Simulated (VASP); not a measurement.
Band structure of GaS (space group R-3m). Level of theory: modified Becke-Johnson potential (mBJ), VASP's PBE PAW potentials (set 64) (plane waves; VASP).

mBJ is a potential without an energy functional, so only the levels count.

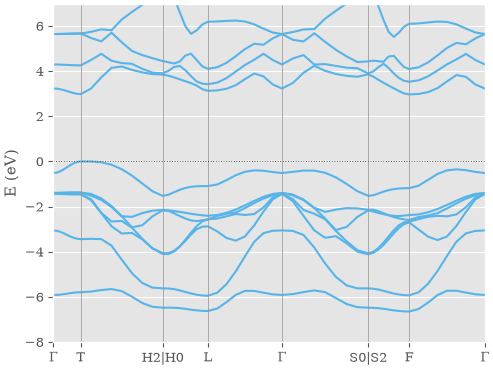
*Bands along high-symmetry lines, zero at the valence-band maximum or, without a gap, the Fermi level*

### Question
Read the plot: is there a gap, and where are the band edges?

### Answer
The gap is indirect, 2.97 eV, from the valence maximum at T to the conduction minimum at F.

The structure comes from a computed database's GaS entry (R-3m); how it stands against other phases isn't given here. It was relaxed first, which changed the volume by +8 %. The cell's shape comes from a PBE relaxation.
